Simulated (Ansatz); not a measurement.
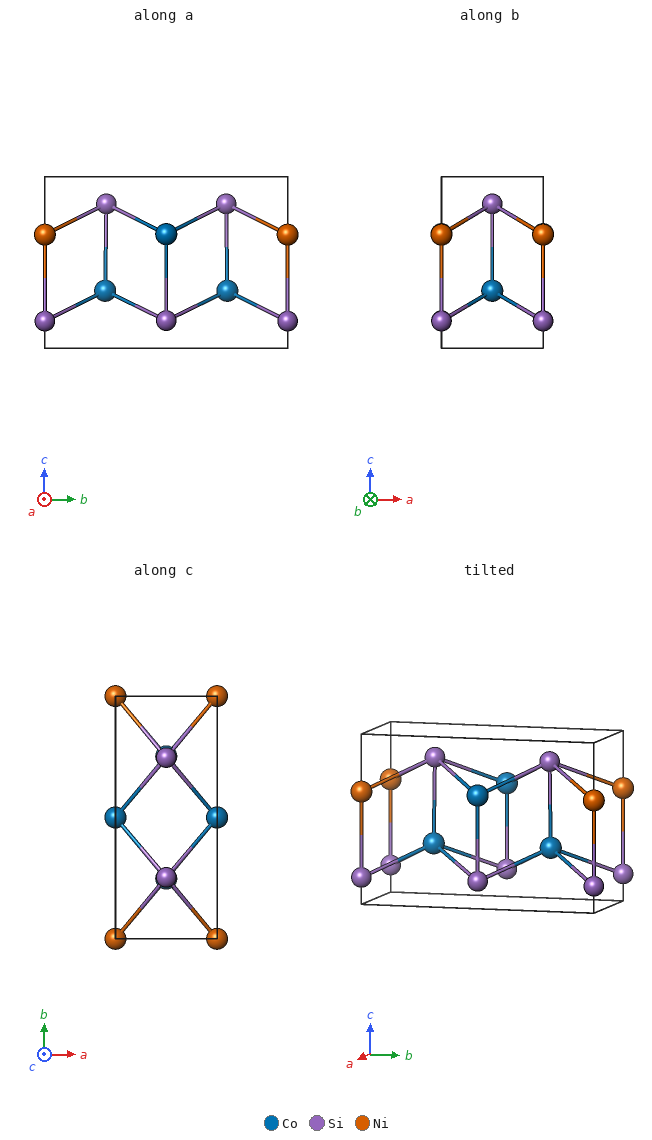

Ball-and-stick model, viewed along the a axis, along the b axis, along the c axis and slightly off an axis. The parallelepiped is the conventional unit cell.

Lattice parameters: a = 2.8232 Å, b = 6.7448 Å, c = 4.7711 Å, α = 90.000°, β = 90.000°, γ = 90.000°.

### Write down what is shown as a CIF with its space group and independent sites, with free fractional coordinates to two decimals.

```cif
data_structure
_symmetry_space_group_name_H-M 'P m m 2'
_symmetry_Int_Tables_number 25
_cell_length_a 2.8232
_cell_length_b 6.7448
_cell_length_c 4.7711
_cell_angle_alpha 90.000
_cell_angle_beta 90.000
_cell_angle_gamma 90.000
_cell_volume 90.85
loop_
_atom_site_label
_atom_site_type_symbol
_atom_site_symmetry_multiplicity
_atom_site_Wyckoff_symbol
_atom_site_fract_x
_atom_site_fract_y
_atom_site_fract_z
_atom_site_occupancy
Co1 Co 2 h 0.50 0.25 0.34 1
Co2 Co 1 b 0.00 0.50 0.66 1
Si1 Si 2 h 0.50 0.25 0.84 1
Si2 Si 1 a 0.00 0.00 0.16 1
Si3 Si 1 b 0.00 0.50 0.16 1
Ni1 Ni 1 a 0.00 0.00 0.66 1
```

Its origin is a structure type filled with these elements by a generator (whether the compound takes this form wasn't checked). A relaxation with DFT PBE, scalar-relativistic, plane waves, PAW in Ansatz gave the geometry drawn.
